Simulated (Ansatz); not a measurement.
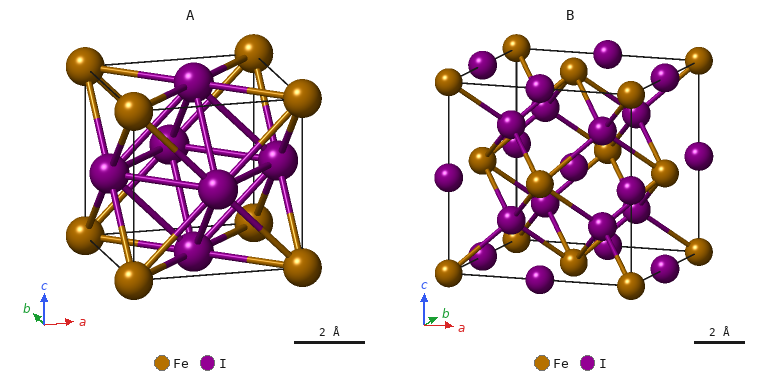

Two structures of FeI3, each relaxed to rest (conventional cells in solid outline, small ones repeated, not to one scale). Method: DFT PBE, scalar-relativistic, plane waves, PAW in Ansatz, with collinear spins.

> Identify the two structures.

A: Cu₃Au (L1₂) type, Pm-3m. B: D0₃ (BiF₃ or Fe₃Al type), Fm-3m.

> Which polymorph is favoured?

B is lower, by 151 meV/atom at this level of theory (energies at zero smearing). Volumes: A 32.8, B 30.4 Å³/atom.

One or both may be structure types tried for this composition rather than known phases.
